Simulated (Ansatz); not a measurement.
# Calculations on SiNH6Cl

## 1. Relaxation

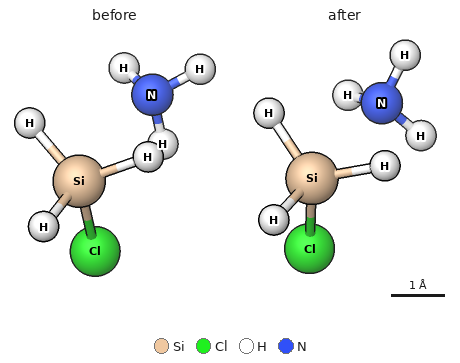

The structure of SiNH₆Cl before (left) and after (right) a relaxation, at one scale.

Style: ball-and-stick. Shown from a free direction.

The run prepares an end point of a later path (reaction) calculation, from a guessed geometry.

All numbers below come from Ansatz 0.2.0, RKS PBE/def2-SVP. (no spin polarisation; force threshold 0.03 eV/Å; at most 50 steps)

Question: Summarise the run.

Answer: After 16 accepted moves (21 points after the start) the energy has fallen by 0.63 kcal/mol. The largest force component goes from 0.42 to 0.0031 eV/Å. The line search rejected the trial steps at points 1, 7, 9, 12, 16 of the run. The forces were under the threshold at step 6, but the run went on from there. An H atom moves most after the best rigid fit: 0.58 Å. By element the largest moves are H 0.58 Å, Cl 0.32 Å, N 0.17 Å, Si 0.12 Å. Among the contacts that change: N–Si 3.018 → 2.765 Å, Cl–Si 2.121 → 2.103 Å, H–N 1.043 → 1.029 Å, H–Si 1.506 → 1.512 Å. Bond angles that change, for instance: H–Si–H 108.2° → 106.0°, Cl–Si–H 111.1° → 113.1°. Cost: 23 s on 1 thread of Intel(R) Xeon(R) 6975P-C (Granite Rapids), on a shared host, peak memory 0.13 GiB.

Limits of the set-up: the start holds two separate molecules, 2.6 Å apart at their closest, whose relative position is a soft coordinate and is computed without a dispersion correction.

## 2. Relaxation

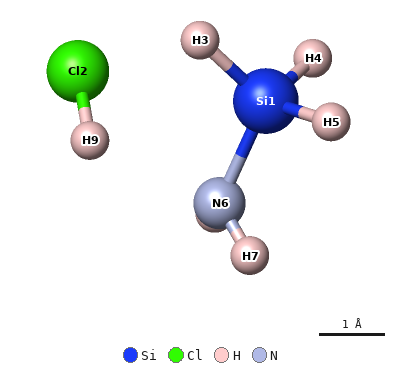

This is the input geometry for a relaxation of SiNH6Cl. A ball-and-stick model, seen at a tilt.

The run prepares an end point of a later path (reaction) calculation, from a guessed geometry.

Theory: RKS PBE/def2-SVP (Ansatz).

Input file:
```yaml
crystal:
  periodic: [false, false, false]
  atoms:
    - { symbol: Si, position_ang: [-0.49715, -0.050734, -0.319933] }
    - { symbol: Cl, position_ang: [0.145089, 0.713728, 2.872239] }
    - { symbol: H, position_ang: [0.727619, -0.593103, 0.353813] }
    - { symbol: H, position_ang: [-0.265037, 1.388635, -0.712979] }
    - { symbol: H, position_ang: [-0.755679, -0.848903, -1.578419] }
    - { symbol: "N", position_ang: [-1.97756, -0.250388, 0.687942] }
    - { symbol: H, position_ang: [-2.748362, -0.727405, 0.205049] }
    - { symbol: H, position_ang: [-2.344352, 0.618903, 1.098297] }
    - { symbol: H, position_ang: [-0.735067, -0.250733, 2.56899] }
basis:
  gaussian: { orbitals: def2-SVP }
hamiltonian:
  xc: pbe
relax:
  f_tol: 0.03
  max_steps: 50
output:
  orbitals: {}
```

Command:
```bash
ansatz run input.yaml --threads 1 --pin off --max-ram 2048MiB --backend cpu --events-out ev --progress --plain --runs-dir out
```

> Predict the outcome.

The atom that moves furthest after the best rigid fit is H7 (1.02 Å). By element the largest moves are H 1.02 Å, Cl 0.50 Å, N 0.26 Å, Si 0.14 Å. Some distances before and after: Cl2–H9 1.340 → 1.358 Å, Si1–N6 1.802 → 1.785 Å, Si1–H4 1.510 → 1.499 Å. Bond angles that change, for instance: H5–Si1–N6 105.5° → 113.5°, H3–Si1–N6 112.3° → 106.7°, H3–Si1–H4 109.6° → 112.0°. Groups turn about Si1–N6 by about 70°. The energy falls by 0.321 eV in 13 geometry steps. The largest force component goes from 0.58 to 0.017 eV/Å.

The structure at the end:

```xyz
9

Si   -0.4962   -0.0765   -0.4534
Cl   -0.1341    0.6348    3.2788
H     0.5677   -1.0477   -0.0392
H     0.0110    1.3339   -0.4776
H    -0.9899   -0.4452   -1.8307
N    -1.7653   -0.1432    0.7994
H    -2.1697   -1.0719    0.9726
H    -2.5366    0.5261    0.6855
H    -0.9374    0.2896    2.2396
```

After the run, drawn alike:

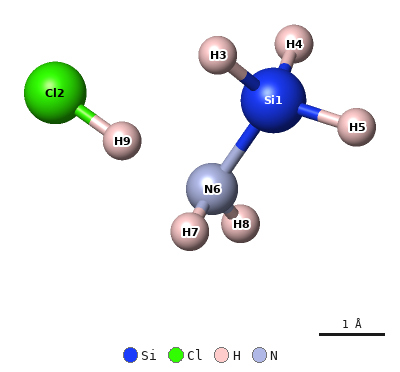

Limits of the set-up: the start holds two separate molecules, 2.3 Å apart at their closest, whose relative position is a soft coordinate and is computed without a dispersion correction.

## 3. Path

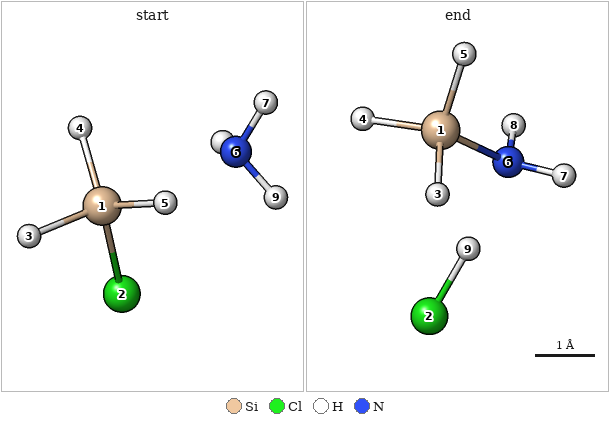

The two relaxed end points of a path for SiNH$_{6}$Cl, made up at the start of SiH$_{3}$Cl and NH3. The picture is a ball-and-stick view, seen from a free direction.

These are results of RKS PBE/def2-SVP in Ansatz 0.2.0, not measurements.

Set-up: 7 movable images; climbing image; force threshold 0.03 eV/Å; iteration limit 60.

Start:
```xyz
9

Si    0.2697    0.0225    0.0075
Cl    0.5759    0.2250    2.0786
H     1.6846    0.0568   -0.5254
H    -0.4305    1.1979   -0.6019
H    -0.2850   -1.3144   -0.3777
N    -2.3113   -0.0436    0.9966
H    -3.1209   -0.2276    0.3879
H    -2.5043    0.8459    1.4769
H    -2.3287   -0.7626    1.7325
```

End:
```xyz
9

Si   -0.4446   -0.0148   -0.4324
Cl   -0.2831    0.5153    3.3437
H     0.6211   -0.9820   -0.0138
H     0.0284    1.4058   -0.3617
H    -0.8612   -0.3243   -1.8492
N    -1.7716   -0.1725    0.7504
H    -2.1611   -1.1174    0.8572
H    -2.5525    0.4846    0.6311
H    -1.0259    0.2053    2.2498
```

### What barrier does the band find between them, and by what path?

Forward barrier 0.60 eV, backward barrier 0.31 eV, with image 6 at the top; the reaction energy is +0.29 eV. Breaking: N6–H9 (1.03 → 1.11 at the top → 1.72 Å), Si1–Cl2 (2.10 → 2.70 at the top → 3.82 Å). Forming: Cl2–H9 (3.09 → 1.86 at the top → 1.36 Å), Si1–N6 (2.76 → 1.92 at the top → 1.78 Å). The band converged in 30 iterations. The largest component of the band force went from 6.8 to 0.023 eV/Å. The climbing image converged on the top of the path. Its vibrational analysis gives one imaginary mode (141i cm⁻¹), as a transition state must have.

Energies of the converged images:

| image | path (Å) | E (eV) |
| --- | --- | --- |
| 0 | 0.00 | 0.000 |
| 1 | 0.89 | 0.008 |
| 2 | 1.78 | 0.009 |
| 3 | 2.67 | 0.004 |
| 4 | 3.56 | 0.231 |
| 5 | 4.45 | 0.524 |
| 6 | 5.35 | 0.603 |
| 7 | 6.06 | 0.383 |
| 8 | 6.76 | 0.289 |

The geometry at the top of the path:

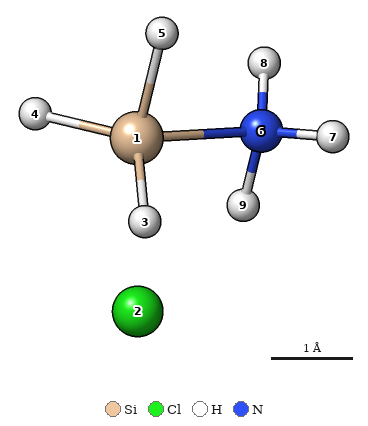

Limits of the set-up: the start holds two separate molecules, 2.8 Å apart at their closest, whose relative position is a soft coordinate and is computed without a dispersion correction.

The run took 3.3 min on 1 thread of Intel(R) Xeon(R) 6975P-C (Granite Rapids), on a shared host, peak memory 0.12 GiB.
